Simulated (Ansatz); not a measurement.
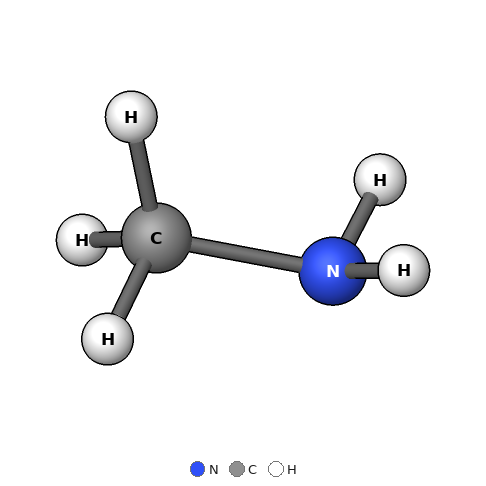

Harmonic vibrations computed with RKS PBE0-D4/def2-TZVP (Ansatz 0.2.0) at a stationary point of the same level.

Question: How many imaginary frequencies does it have?

Answer: A minimum: no imaginary frequency, and the lowest mode lies at 305 cm⁻¹.

Question: How many vibrational modes are there, and where do they lie?

Answer: 15 modes: 305, 832, 975, 1090, 1169, 1347, 1452, 1490, 1512, 1664, 2987, 3081, 3120, 3532, 3612 cm⁻¹.
